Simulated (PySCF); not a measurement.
## Electronic structure of C₈H₁₀OSi (SMILES C=C1C(=C)C(C[SiH3])=C1C=O) in real space

```json
{"atom": "C", "x (Å)": "-3.0080", "y (Å)": "0.3836", "z (Å)": "-0.2972"}
{"atom": "C", "x (Å)": "-1.7402", "y (Å)": "0.1438", "z (Å)": "-0.0132"}
{"atom": "C", "x (Å)": "-0.8289", "y (Å)": "-1.0336", "z (Å)": "-0.1286"}
{"atom": "C", "x (Å)": "-0.9271", "y (Å)": "-2.2804", "z (Å)": "-0.5639"}
{"atom": "C", "x (Å)": "0.2436", "y (Å)": "-0.2030", "z (Å)": "0.4470"}
{"atom": "C", "x (Å)": "1.6456", "y (Å)": "-0.4339", "z (Å)": "0.7300"}
{"atom": "Si", "x (Å)": "2.6743", "y (Å)": "0.1047", "z (Å)": "-0.8126"}
{"atom": "C", "x (Å)": "-0.5928", "y (Å)": "0.8944", "z (Å)": "0.5422"}
{"atom": "C", "x (Å)": "-0.3846", "y (Å)": "2.2299", "z (Å)": "1.0165"}
{"atom": "O", "x (Å)": "0.6838", "y (Å)": "2.6708", "z (Å)": "1.3936"}
{"atom": "H", "x (Å)": "-3.4561", "y (Å)": "1.3463", "z (Å)": "-0.1195"}
{"atom": "H", "x (Å)": "-3.6425", "y (Å)": "-0.3783", "z (Å)": "-0.7165"}
{"atom": "H", "x (Å)": "-1.8518", "y (Å)": "-2.6684", "z (Å)": "-0.9556"}
{"atom": "H", "x (Å)": "-0.0865", "y (Å)": "-2.9542", "z (Å)": "-0.5400"}
{"atom": "H", "x (Å)": "1.8403", "y (Å)": "-1.4834", "z (Å)": "0.9468"}
{"atom": "H", "x (Å)": "1.9684", "y (Å)": "0.1843", "z (Å)": "1.5667"}
{"atom": "H", "x (Å)": "2.2152", "y (Å)": "-0.6954", "z (Å)": "-1.9515"}
{"atom": "H", "x (Å)": "2.4644", "y (Å)": "1.5248", "z (Å)": "-1.0585"}
{"atom": "H", "x (Å)": "4.0709", "y (Å)": "-0.2061", "z (Å)": "-0.5077"}
{"atom": "H", "x (Å)": "-1.2930", "y (Å)": "2.8646", "z (Å)": "1.0191"}
```

Geometry: GFN2-xTB.

All numbers below come from PySCF, PBE0/pcSseg-1, SCF density, gas phase, non-relativistic.

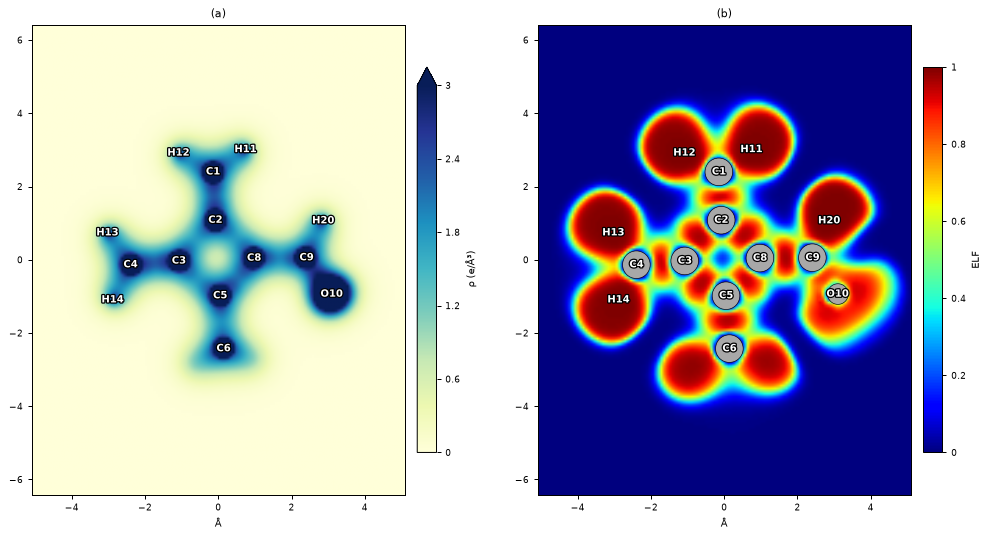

Figure 1. (a) total electron density; (b) ELF on the plane of atoms C2, C3 and C4. Grey discs cover the atomic cores in the ELF map.

> Read the bonding off the picture.

The plane passes through C, O and H nuclei. C–O (1.22 Å): the density is about 3.2 e/Å³ at the midpoint; the ELF peaks at about 0.85 between the atoms: a short, multiple covalent bond. C–C (1.32 Å): ρ at the midpoint is about 2.3 e/Å³; the ELF peaks at about 0.95 between the atoms: a short, multiple covalent bond. C–H (1.08 Å): ρ is about 2 e/Å³ halfway; the ELF climbs to about 1 towards the hydrogen, as it does in any bond to H (a covalent bond by its length). C–C (1.38 Å): ρ is about 2.1 e/Å³ halfway; the ELF peaks at about 0.95 between the atoms; a covalent bond. C–C (1.43 Å): ρ at the midpoint is about 2 e/Å³; the ELF peaks at about 0.95 between the atoms; localised, covalent bonding. The ELF also peaks beside O10, away from the bonds: lone-pair regions.

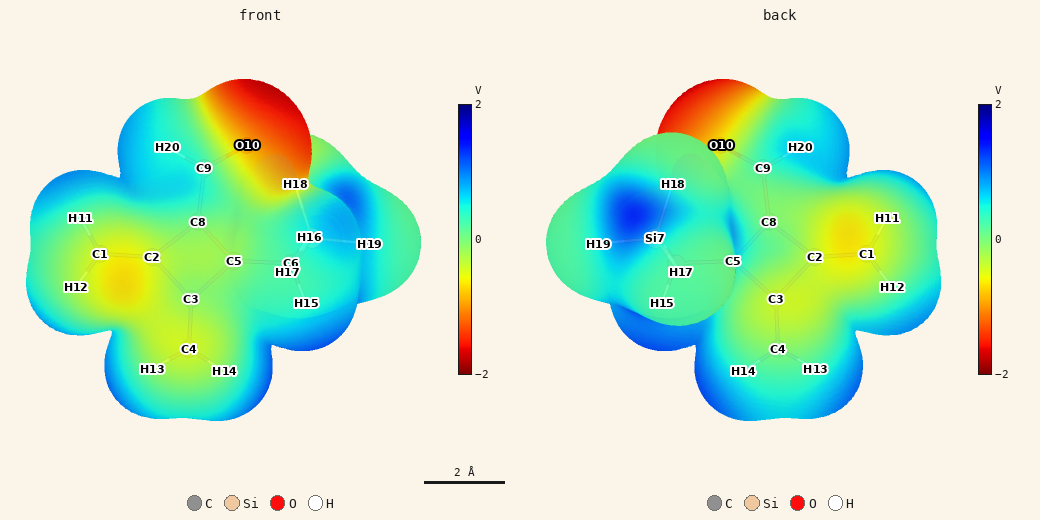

Figure 2. The molecular electrostatic potential painted on the density surface at 0.002 e/bohr³, seen from the front and from behind; the colour scale runs from red (negative) to blue (positive).

> Describe the electrostatic potential map.

The most negative region (about −1.7 V) lies over O10, the most positive (about +1.2 V) over Si7. O10 is the likeliest acceptor of a hydrogen bond.
